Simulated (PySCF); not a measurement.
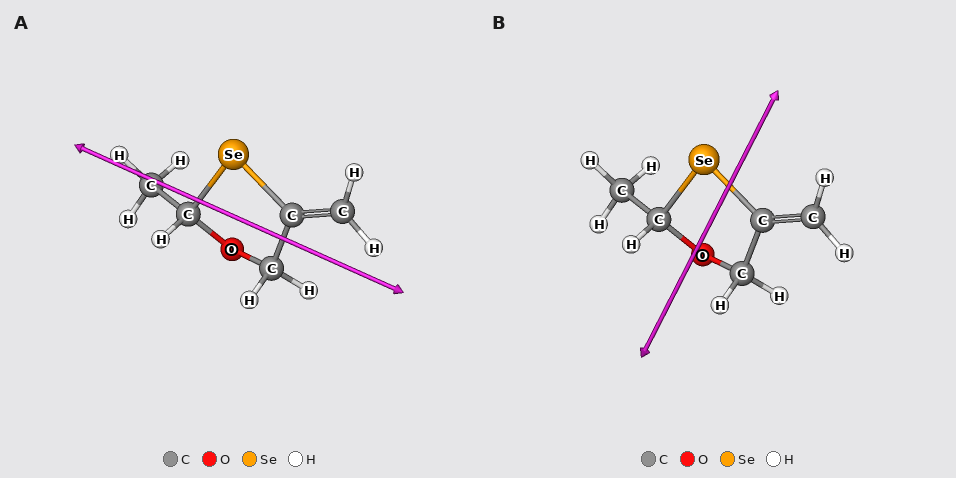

The double arrows show the directions of two transition dipoles from the ground state (lengths mean nothing). The computed structure is the end point of a GFN2-xTB optimisation. No frequency run is at hand to confirm it as a minimum. Level of theory: TDDFT B3LYP/def2-SVPD, vertical, gas phase, core orbitals frozen in the response (PySCF 2.14.0).

**One belongs to singlet state 2 and one to singlet state 5. Which is which?**

A: state 2, 5.04 eV (246 nm), oscillator strength 0.15, mainly HOMO → LUMO+1 (weight 0.91).
B: state 5, 6.00 eV (207 nm), oscillator strength 0.050, mainly HOMO−1 → LUMO (weight 0.88).

The geometry is semi-empirical. Around Se such bond lengths and angles can be off by a tenth of an ångström or more and by several degrees, and values that hang on the shape move with them.
